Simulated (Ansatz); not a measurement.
C$_{3}$H$_{6}$ClISi

```xyz
12

Cl   -0.8365   -1.5412    1.7379
C    -0.2878   -1.4369    0.0144
C     1.2014   -1.0701   -0.2182
Si   -0.0289    0.2564   -0.7664
C    -0.2891    1.7128    0.3928
I    -2.4005    2.4020    0.2995
H    -0.6800   -2.2939   -0.5566
H     1.7992   -0.8841    0.6899
H     1.7383   -1.6895   -0.9580
H    -0.3255    0.4835   -2.2067
H     0.3181    2.6064    0.1656
H    -0.1319    1.3993    1.4399
```

Core potentials replace the inner electrons of I.

These are results of Ansatz, RKS BLYP-D4/def2-SVP, not measurements.

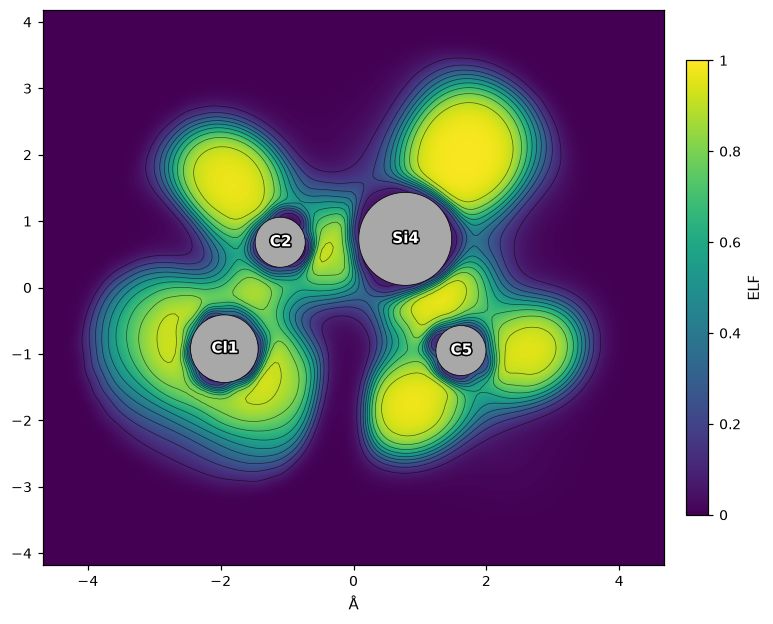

Figure 1. Electron localisation function on the plane of atoms C2, Si4 and C5. Grey discs cover the atomic cores.

> What do the fields say about this system?

- The section cuts through Cl, C and Si sites.
- C–Cl (1.81 Å): the ELF peaks at about 0.85 between the atoms (localised, covalent bonding).
- C–Si (1.88 Å): the ELF peaks at about 0.95 between the atoms: a covalent bond.
- The ELF also peaks beside Cl1, away from the bonds: lone-pair regions.

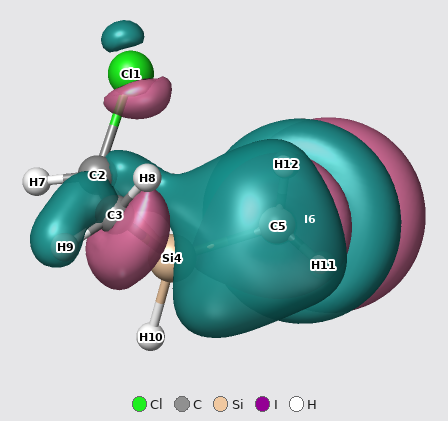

Figure 2. The LUMO at ±0.06 Å⁻³ᐟ² (teal and pink are the two phases), seen at an oblique angle.

> What is the character of this orbital?

It lies mainly on I6 (about 50 %), C5 (about 30 %) and Si4 (about 10 %). Its energy is −2.17 eV.

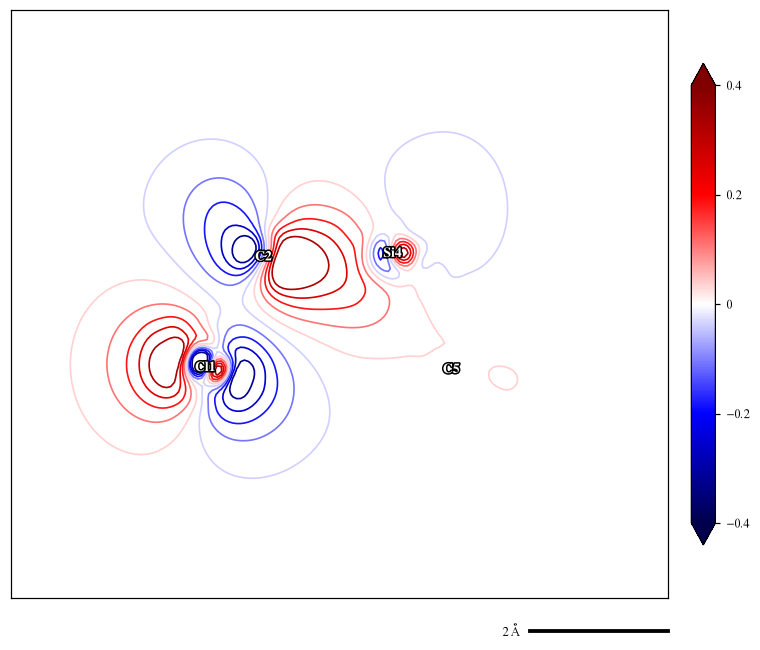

Figure 3. The HOMO on the plane of atoms C2, Si4 and C5 (values in Å⁻³ᐟ²; the overall sign is arbitrary).

> What is the character of this orbital?

It lies mainly on Cl1 (about 25 %), Si4 (about 25 %), C2 (about 20 %), C3 (about 15 %) and I6 (about 10 %). Its energy is −5.54 eV.
